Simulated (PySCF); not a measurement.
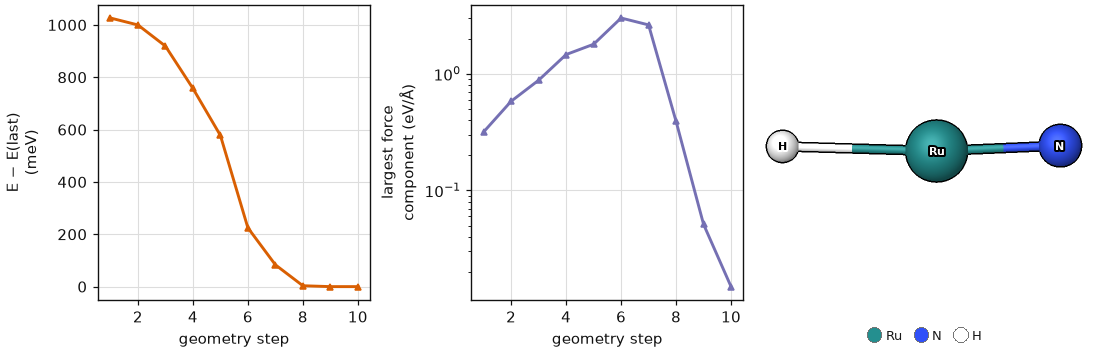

Beside the plot: the molecule at the start.

History of a geometry optimisation. The run: RuNH molecule, by RKS-based PBE0, Ru def2-TZVP with ECP28, N def2-TZVP, H def2-TZVP; non-relativistic Hamiltonian with scalar-relativistic core potentials; density fitting in PySCF 2.14.0. The start has point group Cs, which is kept. A held symmetry can leave a saddle point.

The optimisation met its thresholds at geometry 10, counting the start as the first. The energy fell by about 1000 meV from the first step to the last. The largest force component goes from about 0.32 eV/Å at the start to 0.015 eV/Å at the end, with a peak of 3 eV/Å at step 6.
